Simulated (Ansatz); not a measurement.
# Fields on a plane of SiS2 (space group I-42d)

```xyz
6
Lattice="-2.6865 2.6865 4.3081 2.6865 -2.6865 4.3081 2.6865 2.6865 -4.3081" Properties=species:S:1:pos:R:3 pbc="T T T"
Si     0.0000     2.6865     2.1541
Si     0.0000     0.0000     0.0000
S      1.3432     1.2518    -1.0770
S      1.2518     4.0297     1.0770
S      1.3432     1.4347     3.2311
S      1.4347    -1.3432     5.3852
```

The slice is a (001) plane (indices of the conventional cell) through the point (0.375, 0.892, 0.017) (fractional), spanned by u = [101] and v = [011] in vectors of this cell: u (5.37 Å) and v (5.37 Å, at 90° to u). It covers one period; positions are fractions (u, v).

Atoms on it: S at (0.50, 0.47); S at (0.00, 0.00).

Level of theory: LDA (plane waves to 420 eV, PAW, scalar-relativistic; Ansatz, a program for electronic structure). k mesh 9×9×9. Near the nuclei the fields are pseudised (PAW); where an atom keeps semicore shells as valence, they peak there. SiS2 was relaxed with its symmetry unable to fall. This is one of several known forms of SiS2; the measured ambient cells at hand have space group No. 72.

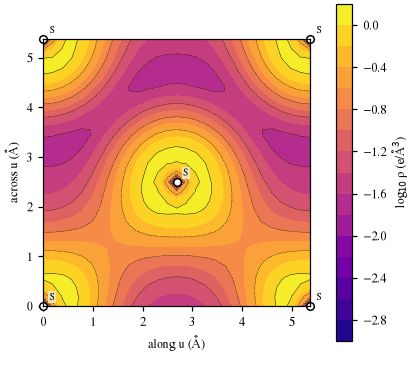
Figure. Log₁₀ of the valence density in e/Å³, one period of the plane, atoms marked. The scale is logarithmic, as a density can span decades between atoms and voids; values under 0.001 e/Å³ are set to 0.001.

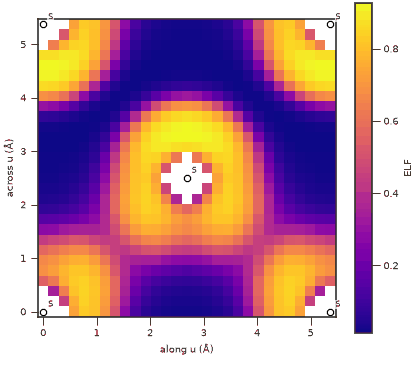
*Electron localisation function (ELF), one period of the plane, atoms marked. Points within 0.4 Å of a nucleus are left white, as the pseudised field means little there.*
